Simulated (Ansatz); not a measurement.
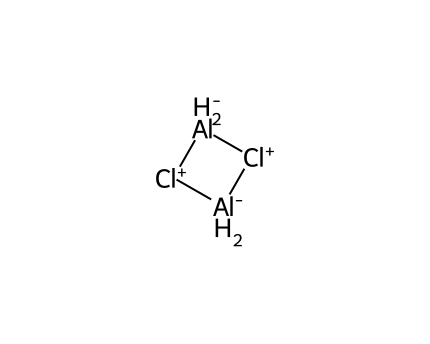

Give its SMILES.

[AlH2-]1[Cl+][AlH2-][Cl+]1

Give the formula, hydrogens included.

Al2Cl2H4.

An optimisation with PBE0-D4/def2-TZVP gave a structure of which point group?

D2h.

More results for the same structure follow; atom numbers are the same in all pictures, views and colours differ. The computed structure is the end point of a PBE0-D4/def2-TZVP optimisation.

Electronic properties

Method: RKS B97M-V/def2-TZVPP (Ansatz 0.2.0).

Computed properties:

- HOMO energy (Kohn–Sham orbital): −7.55 eV
- LUMO energy (Kohn–Sham orbital): −1.49 eV
- HOMO–LUMO gap: 6.07 eV

Charges

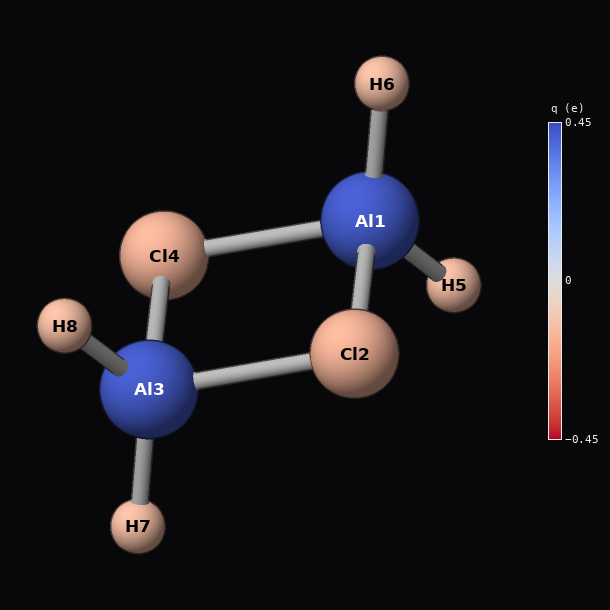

Atoms are coloured by their Mulliken charges. Level of theory: RKS PBE-D4/def2-TZVPP (Ansatz 0.2.0).

List the Mulliken charges.

```tsv
atom	value (e)
Al1	0.41
Cl2	−0.15
Al3	0.41
Cl4	−0.15
H5	−0.13
H6	−0.13
H7	−0.13
H8	−0.13
```

Vibrations

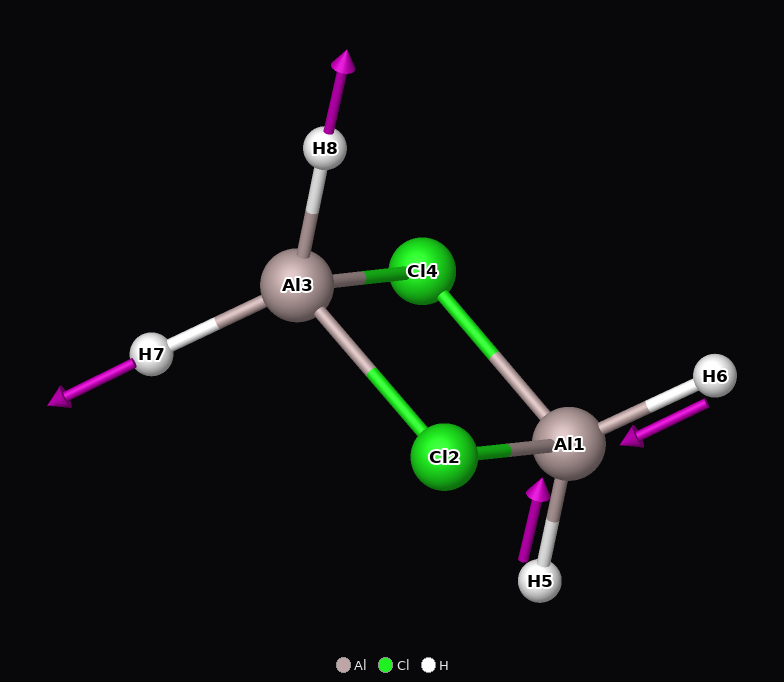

The arrows show one normal mode. Harmonic vibrations computed with RKS PBE0-D4/def2-TZVP (Ansatz 0.2.0) at a stationary point of the same level.

What kind of motion is it?

Mostly out-of-phase stretching of 4 Al–H bonds.

At what wavenumber does it lie?

1965 cm⁻¹; it is mode 15 of 18 counted from the lowest.

Mulliken values depend strongly on the basis set and can even reverse the polarity of a bond.
